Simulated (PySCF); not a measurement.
F6S, SMILES `FS(F)(F)(F)(F)F`.

Method: PBE0/def2-TZVP; geometry: GFN2-xTB; program: PySCF. No frequency check shows the geometry to be a minimum. GFN2-xTB bond lengths at metals and heavier atoms can be off by up to 0.1 Å and shapes distorted, which carries into these values.

Input

```python
import numpy as np
from pyscf import gto, scf, dft
from pyscf.scf import atom_ks, atom_hf
from scipy.linalg import block_diag

def solve(mol, dm0=None, hcore=None):
    mf = (dft.UKS if mol.spin else dft.RKS)(mol, xc='pbe0')
    mf.grids.level = 3
    mf = mf.density_fit(auxbasis='def2-universal-jkfit')
    mf.conv_tol, mf.max_cycle = 1e-8, 80
    if hcore is not None:
        mf.get_hcore = lambda *args: hcore
    mf.kernel(dm0)
    if not mf.converged:
        mf = mf.newton().run(mf.mo_coeff, mf.mo_occ, max_cycle=30)
    assert mf.converged, 'SCF not converged'
    return mf

mol = gto.M(atom='''
F     -1.06605    -0.56618     1.03535
S      0.00009     0.00003    -0.00004
F     -1.14229     0.14389    -1.09707
F      0.29684    -1.47914    -0.50314
F     -0.29701     1.47916     0.50309
F      1.06617     0.56624    -1.03539
F      1.14218    -0.14404     1.09723
''', basis='def2-tzvp', charge=0, spin=0, verbose=4)
mf = solve(mol)
mf.analyze()
# spherically averaged free atoms, for the promolecule
atm = atom_ks.get_atm_nrks(mol, xc='pbe0')
pro = block_diag(*[(atm[a[0]][2] * atm[a[0]][3]) @ atm[a[0]][2].T for a in mol._atom])
np.savez('result.npz', e=mf.e_tot, c=mf.mo_coeff, occ=mf.mo_occ, eps=mf.mo_energy, pro=pro, dip=mf.dip_moment(verbose=0), s2=mf.spin_square()[0])
```

Run with:

```sh
OMP_NUM_THREADS=1 python input.py
```

The run took 21 s on 1 thread of Intel(R) Xeon(R) Platinum 8259CL CPU @ 2.50GHz (Skylake/Cascade Lake), with other jobs on the host, peak memory 0.83 GiB.

Partitions, critical points and surface values were worked out afterwards from this run's density.

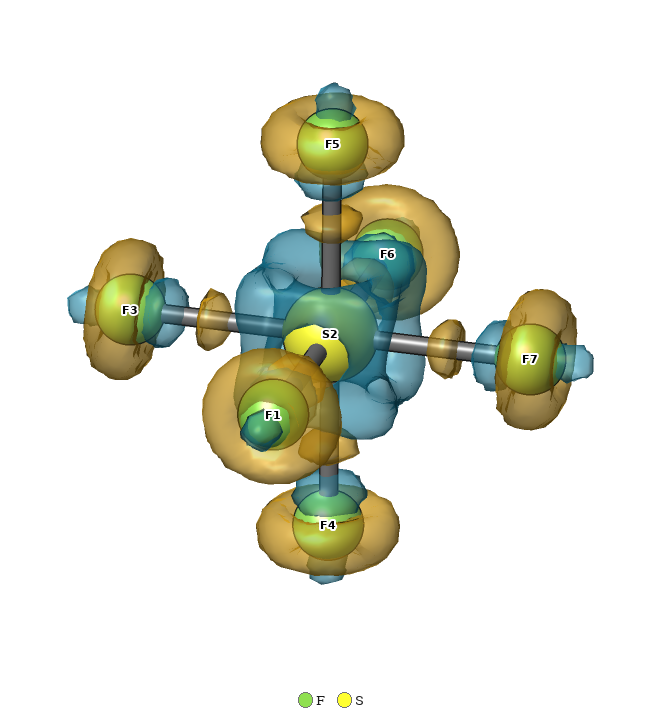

Deformation density (molecule less spherical, spin-averaged free atoms at the same positions), surfaces at ±0.2 e/Å³; yellow: gain, teal: loss.

**Describe the bonding that the map shows.**

S2–F4, S2–F6, S2–F7, S2–F3 and 2 more like them: +0.04 e/Å³ at the bond critical point (bond length 1.59 Å, Mayer order 1.1); up to 0.6 Å beside the axis the gain reaches +0.30 e/Å³. In all, 1.6 electrons gather in the regions of gain relative to the promolecule. A small or negative value marks a very polar bond, one between electron-rich atoms, whose free-atom densities already overlap strongly, a long bond to a heavier atom, or a closed-shell contact such as a hydrogen bond.

**Where do the Hirshfeld charges lie?**

The highest Hirshfeld charge is on S2 (+0.62 e), the lowest on F1, F3, F4, F5, F6 and F7 (−0.10 e).
